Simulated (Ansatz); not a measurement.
CoSi2 (fluorite type, space group Fm-3m)

```
CELL_PARAMETERS angstrom
      0.00000     2.68017     2.68017
      2.68017     0.00000     2.68017
      2.68017     2.68017     0.00000
ATOMIC_POSITIONS crystal
  Co 0.00000 0.00000 0.00000
  Si 0.25000 0.25000 0.25000
  Si 0.75000 0.75000 0.75000
```

The volume is varied about the relaxed value V₀ at fixed cell shape. Symmetry pins the atoms to their sites.

Method: PBE (plane waves to 420 eV, PAW, scalar-relativistic; Ansatz, a first-principles code). k mesh 15×15×15 (Γ-centred), Fermi-Dirac smearing 0.05 eV. The energy includes the smearing's −TS. CoSi2 is run without spin polarisation. CoSi2 was relaxed with its symmetry unable to fall. The PAW data are Ansatz's earlier set. ΔE is measured from the relaxed starting cell.

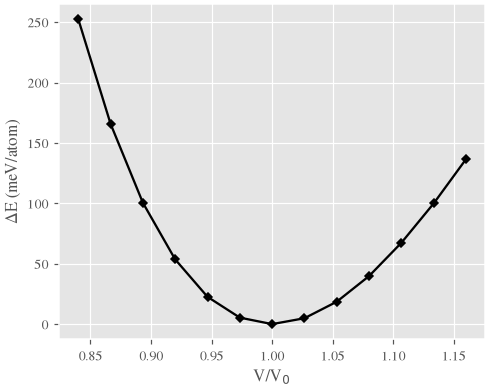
ΔE (meV/atom) against V/V₀; computed points joined by lines.

Q: What is ΔE at V/V₀ = 0.840?

A: About 250 meV/atom.

Q: What is ΔE at V/V₀ = 1.160?

A: About 140 meV/atom.

Q: What bulk modulus B₀ follows from a third-order Birch-Murnaghan fit?

A: About 180 GPa.

(Under strain, the slope of the energy per volume gives the stress and its curvature an elastic modulus.)
